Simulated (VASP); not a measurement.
Band structure of CsBr (CsCl type). All values below come from PBE GGA, VASP's PBE PAW potentials (set 64) (plane waves; VASP).

Unless said otherwise, spin-orbit coupling is left out, though it shifts the bands of the heavy elements here.

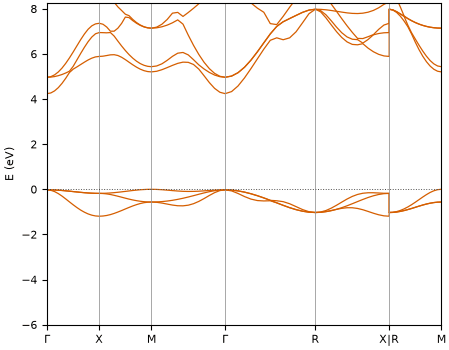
Figure. Bands along high-symmetry lines, zero at the valence-band maximum or, without a gap, the Fermi level

Read the plot: is there a gap, and where are the band edges?

The gap is indirect, 4.24 eV, from the valence maximum at M to the conduction minimum at Γ. (Edges off the drawn lines would not show.)

Measured: gap 7.30 eV (computed value off by -3.06 eV), as given by Aguado et al., (1998), arXiv:cond-mat/9809176.

The compound is CsBr in the CsCl type structure. It was relaxed first, which changed the volume by +7 %.
